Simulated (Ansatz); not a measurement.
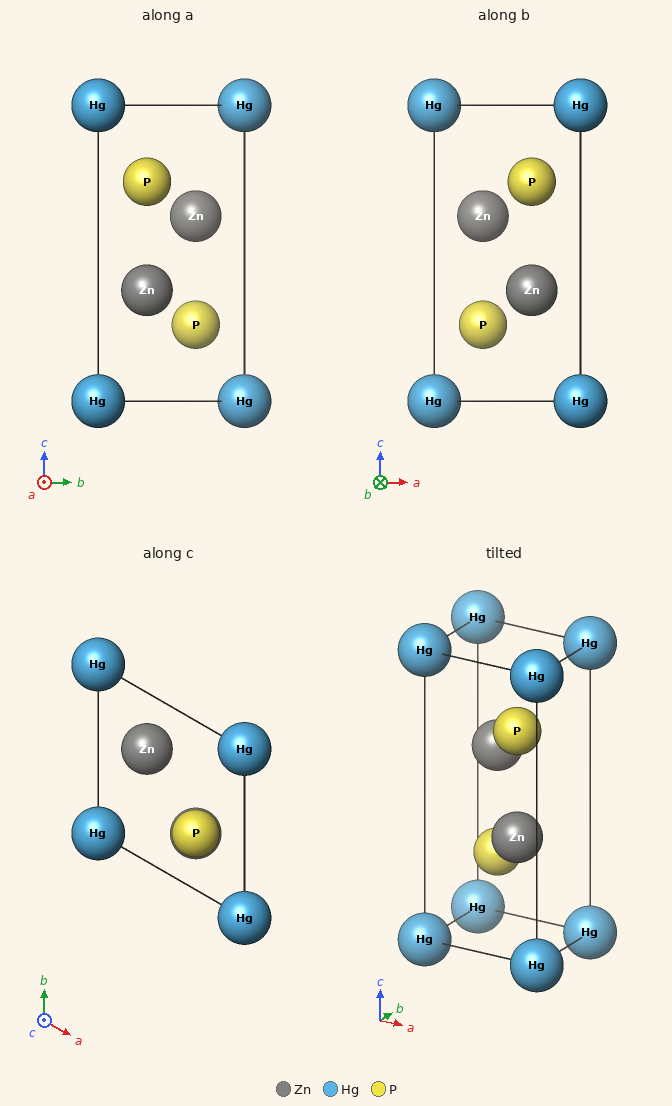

Spheres-only representation of a periodic structure, projected along the a axis, along the b axis, along the c axis and slightly off an axis. The frame is the conventional unit cell; atoms at its boundary are shown with their periodic copies.

Lattice parameters: a = 3.9815 Å, b = 3.9815 Å, c = 6.9703 Å, α = 90.000°, β = 90.000°, γ = 120.000°.

**Record the structure as a CIF in P1 with every atom of the cell, with free fractional coordinates to two decimals.**

```cif
data_structure
_symmetry_space_group_name_H-M 'P 1'
_symmetry_Int_Tables_number 1
_cell_length_a 3.9815
_cell_length_b 3.9815
_cell_length_c 6.9703
_cell_angle_alpha 90.000
_cell_angle_beta 90.000
_cell_angle_gamma 120.000
_cell_volume 95.69
loop_
_atom_site_label
_atom_site_type_symbol
_atom_site_fract_x
_atom_site_fract_y
_atom_site_fract_z
_atom_site_occupancy
Zn1 Zn 0.3333 0.6667 0.63 1
Zn2 Zn 0.6667 0.3333 0.37 1
Hg1 Hg 0.00 0.00 0.00 1
P1 P 0.3333 0.6667 0.26 1
P2 P 0.6667 0.3333 0.74 1
```

Origin of the cell: a structure type filled with these elements by a generator (whether the compound takes this form wasn't checked). Earlier steps of the study, as a rule a relaxation of our own, may have changed the cell and positions, so they can lie some per cent off the listed ones. It was the input of a calculation with Ansatz.
